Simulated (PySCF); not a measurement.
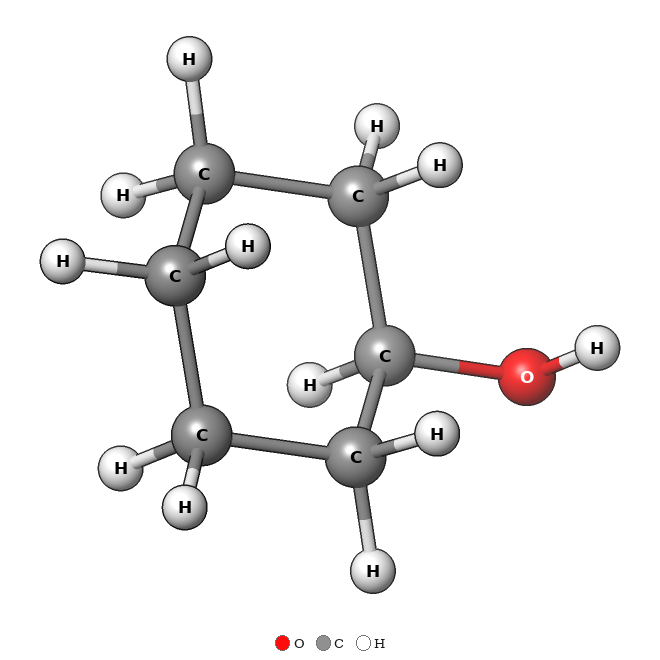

A ball-and-stick model of a molecule.

The geometry was computed by an optimisation with PBE0-D3(BJ)/def2-TZVP. No frequency run is at hand to confirm it as a minimum.

> Give the formula.

C6H12O, 19 atoms: 6 carbon, 12 hydrogen and 1 oxygen.

> Count the bonded pairs by element.

11 C–H, 6 C–C, 1 C–O, 1 O–H.

> Write the SMILES.

OC1CCCCC1

> Name some functional groups or characteristic bonds that it holds.

Among them: alcohol.

The parts below concern this one geometry. Atoms keep their numbers from picture to picture.

### Shape

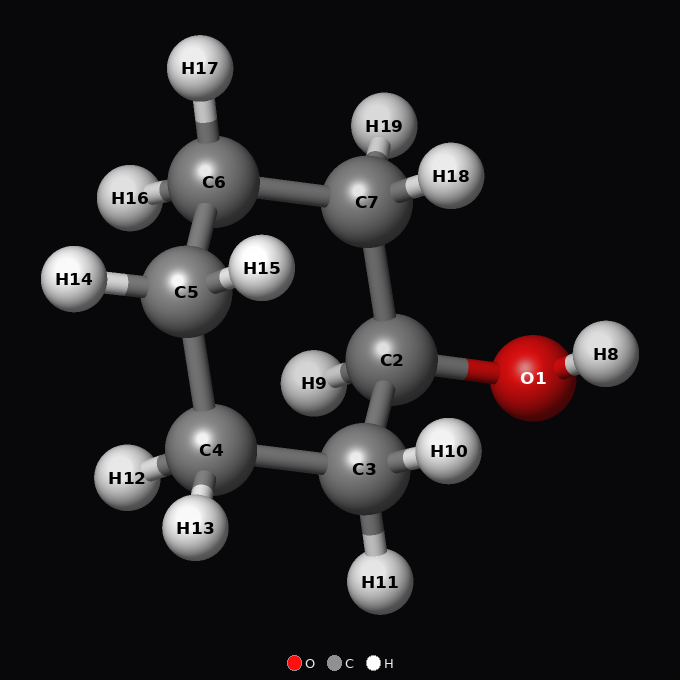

Numbered structure. No frequency run is at hand to confirm it as a minimum.

> Describe the coordination of atom 6.

C6 has 4 neighbours (C5 at 1.52, C7 at 1.52, H16 at 1.10, H17 at 1.09 Å); the arrangement is tetrahedral.

> What is the geometry at C3?

C3 has 4 neighbours (C2 at 1.52, C4 at 1.52, H10 at 1.10, H11 at 1.09 Å); the arrangement is tetrahedral.

> How are the neighbours of atom 1 arranged?

O1 has 2 neighbours (C2 at 1.42, H8 at 0.96 Å); the arrangement is bent.

> Describe the coordination of atom 5.

C5 has 4 neighbours (C4 at 1.52, C6 at 1.52, H14 at 1.09, H15 at 1.10 Å); the arrangement is tetrahedral.

> What is the dihedral angle C4–C5–C6–C7?

55° in size, that is gauche.

### Charges

The questions are on IAO charges. No frequency run is at hand to confirm it as a minimum. Properties computed with PBE0/pcSseg-2, gas phase (PySCF 2.14.0).

Give the IAO charges atom by atom.

```csv
atom,value (e)
O1,−0.57
C2,0.10
C3,−0.28
C4,−0.26
C5,−0.26
C6,−0.26
C7,−0.28
H8,0.35
H9,0.14
H10,0.12
H11,0.14
H12,0.13
H13,0.14
H14,0.14
H15,0.13
H16,0.13
H17,0.14
H18,0.12
H19,0.14
```

### Levels of theory compared

No frequency run is at hand to confirm it as a minimum. Program: PySCF 2.14.0.

At this fixed geometry, give HOMO–LUMO gap (eV), HOMO energy (eV), dipole (D) at these levels: B97-2/pcSseg-2; KT3/pcSseg-2; PBE0/pcSseg-2; WP04/pcSseg-2 in chloroform (IEF-PCM); ωB97X-D/pcSseg-2; ωB97X-D/pcSseg-2 in chloroform (IEF-PCM).

```
                                   level  HOMO–LUMO gap (eV)  HOMO energy (eV)  dipole (D)
                          B97-2/pcSseg-2                7.94             −7.28        1.79
                            KT3/pcSseg-2                5.93             −6.15        1.69
                           PBE0/pcSseg-2                8.18             −7.56        1.81
   WP04/pcSseg-2 in chloroform (IEF-PCM)                8.25             −8.68        2.22
                        ωB97X-D/pcSseg-2               11.77             −9.46        1.84
ωB97X-D/pcSseg-2 in chloroform (IEF-PCM)               11.97             −9.45        2.21
```

### Ring current

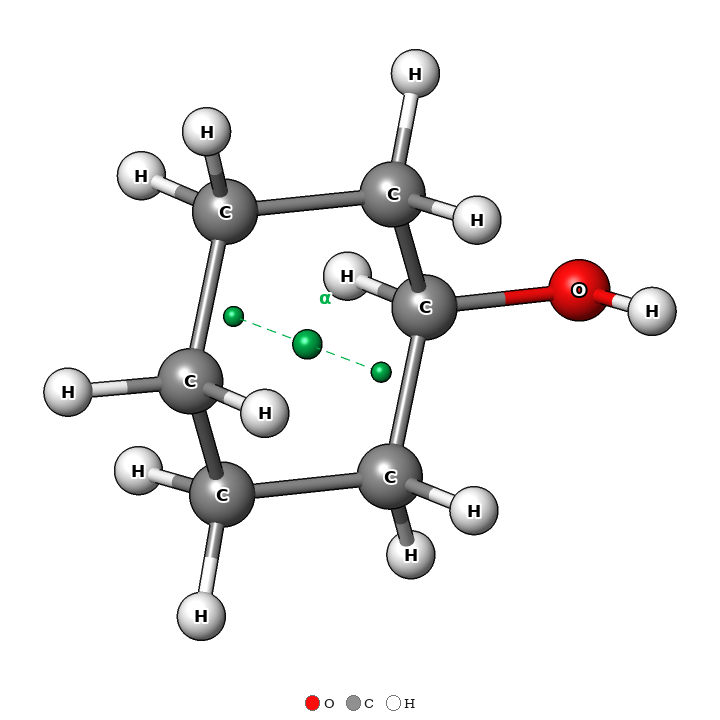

The small points mark where nucleus-independent chemical shifts (NICS) were computed: at the centre of each lettered ring and 1 Å above and below it. No frequency run is at hand to confirm it as a minimum. Method: GIAO WP04/pcSseg-2 NMR shielding, non-relativistic, IEF-PCM chloroform (PySCF 2.14.0).

Give NICS(0), NICS(1) and the out-of-plane component NICS(1)zz for each ring (means of the two sides).

```tsv
ring	members	NICS(0)	NICS(1)	NICS(1)zz
α	C6	−3.6	−2.4	2.3
```

Values in ppm.

> What do the values say about the ring currents?

Ring α: weak, as in a non-aromatic ring. NICS is one index among several.
